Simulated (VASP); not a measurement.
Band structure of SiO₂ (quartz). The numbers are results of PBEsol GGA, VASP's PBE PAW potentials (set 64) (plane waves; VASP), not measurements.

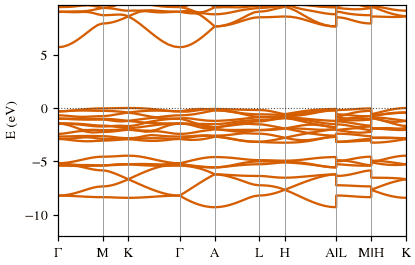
Fig. 1. Bands along high-symmetry lines, zero at the valence-band maximum or, without a gap, the Fermi level

Read the plot: is there a gap, and where are the band edges?

The gap is indirect, 5.70 eV, from the valence maximum at K to the conduction minimum at Γ. (Edges off the drawn lines would not show.)

Measured: gap 9.70 eV (computed value off by -4.00 eV), as given by Wei Chen et al., Physical Review Materials (2018), doi:10.1103/physrevmaterials.2.073803 [computed exciton binding energy of 1.2 eV added to the absorption spectrum's value].

The compound is SiO2 in the quartz structure. It was relaxed first.
